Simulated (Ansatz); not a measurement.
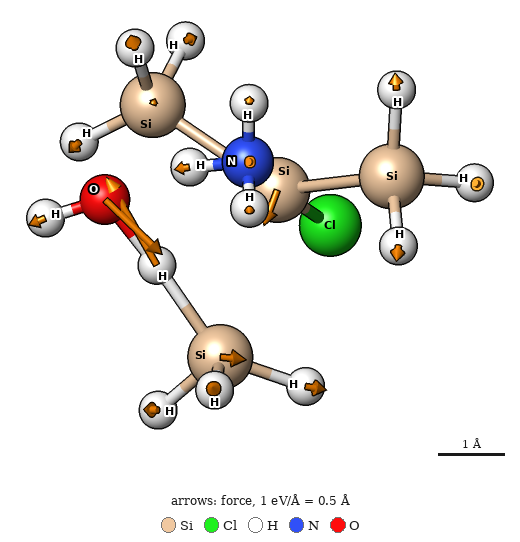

Starting geometry of Si$_{4}$NH$_{14}$OCl with the computed forces as orange arrows. A ball-and-stick model, seen at a tilt.

The reaction that was planned forms Si1–N7, H6–O9, Si2–H8 and breaks Si1–Si2, H6–N7, H8–O9 (atoms numbered from 1 in input order).

These are results of RKS PBE0-D4/def2-SVP (Ansatz), not measurements. Set-up: held fixed: the distance between atoms 1 (Si) and 7 (N), the distance between atoms 6 (H) and 9 (O), the distance between atoms 2 (Si) and 8 (H), the distance between atoms 1 (Si) and 2 (Si), the distance between atoms 6 (H) and 7 (N), the distance between atoms 8 (H) and 9 (O), counting from 1; force threshold 0.04 eV/Å; at most 150 steps.

Question: Is this structure relaxed? If not, where do the atoms go?

Answer: It isn't relaxed: the largest force vector, on an H atom, is 3.17 eV/Å. The final displacements have little in common with the starting forces (cosine between the two patterns 0.16). An H atom moves most after the best rigid fit: 0.69 Å. By element the largest moves are H 0.69 Å, O 0.57 Å, Si 0.37 Å, Cl 0.29 Å, N 0.25 Å. Near-neighbour distances that change, for instance: O–Si 2.252 → 3.000 Å, N–Si 2.693 → 3.009 Å, H–Si 2.361 → 2.098 Å, H–Si 1.462 → 1.498 Å. Among the angles between lasting bonds that change: Si–Si–H 119.5° → 109.3°, H–Si–H 98.8° → 88.8°, Si–Si–Si 131.6° → 122.4°. Over 12 geometry steps the energy falls by 0.518 eV. The largest force component goes from 0.7 to 0.017 eV/Å. The run took about 60 s of wall time on a shared GPU.
